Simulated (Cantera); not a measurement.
Input: 1 mol HMDSO, 2.7 mol O2, equilibrated at 1.33 mbar.

These are equilibrium values from Cantera (NASA tables, ideal gas, pure condensed phases), not measurements of a reactor. Candidate condensed phases: C, C6H6, C7H8, C8H18, H2O, Si, SiC, SiO2; 123 gas species. The feed counts by its element totals alone. Mutual solubility and eutectic melting of coexisting phases are not modelled. The tables hold silica as quartz up to 1696 K and as liquid above; real silica turns to tridymite and cristobalite and melts near 1996 K. Equilibrium is a limit: real reactors are often held back by kinetics, nucleation or transport.

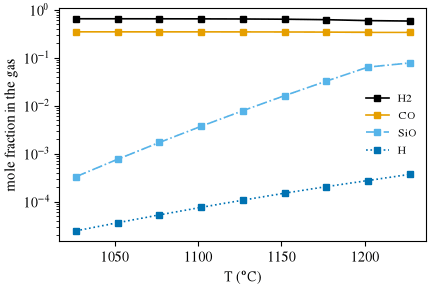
Figure: Equilibrium gas composition (values under 1e-9 drawn at 1e-9)

**Question.** Read off the mole fractions at 1102 °C.

**Answer.** H2 about 0.65, CO about 0.35, SiO about 0.0037, H about 7.6e-5.
